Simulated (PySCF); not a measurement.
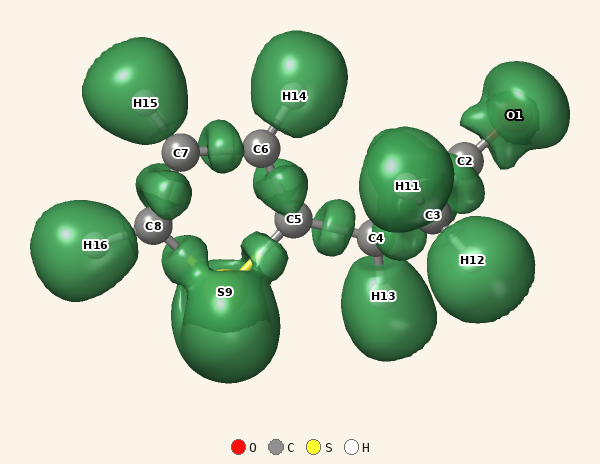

*C7H6O2S. Isosurface of the ELF at 0.75 (green), seen across its widest extent. Core shells and regions of very low density are left out.*

Geometry: GFN2-xTB.

Computed with PBE0/pcSseg-1, SCF density, gas phase, non-relativistic (PySCF).

```yaml
atoms:
  - { symbol: O, position_ang: [-3.3432, 1.3787, 0.7897] }
  - { symbol: C, position_ang: [-2.4664, 0.5893, 0.6633] }
  - { symbol: C, position_ang: [-2.0210, -0.3919, -0.4044] }
  - { symbol: C, position_ang: [-0.9041, -0.7081, 0.6148] }
  - { symbol: C, position_ang: [0.4835, -0.3807, 0.2058] }
  - { symbol: C, position_ang: [0.9904, 0.8370, -0.1359] }
  - { symbol: C, position_ang: [2.3548, 0.7795, -0.4925] }
  - { symbol: C, position_ang: [2.8591, -0.4781, -0.4245] }
  - { symbol: S, position_ang: [1.6850, -1.6215, 0.0898] }
  - { symbol: O, position_ang: [-1.4697, 0.2706, 1.5243] }
  - { symbol: H, position_ang: [-1.6909, 0.0657, -1.3334] }
  - { symbol: H, position_ang: [-2.7215, -1.1958, -0.6118] }
  - { symbol: H, position_ang: [-0.9586, -1.7065, 1.0569] }
  - { symbol: H, position_ang: [0.4120, 1.7434, -0.1202] }
  - { symbol: H, position_ang: [2.9296, 1.6381, -0.7881] }
  - { symbol: H, position_ang: [3.8535, -0.8106, -0.6454] }
```

Identify the bonds, lone pairs and shells in this picture.

The ELF exceeds this value in six regions between bonded C–C atoms (shared pairs), six regions around hydrogen nuclei, two regions on O in which the atom's valence shell and bonds are merged and one region on S in which the atom's valence shell and bonds are merged. Profiles from the grid: C–O (1.19 Å): the ELF peaks at about 0.85 between the atoms (a multiple bond). C–C (1.36 Å): the ELF peaks at about 0.95 between the atoms: a covalent bond.
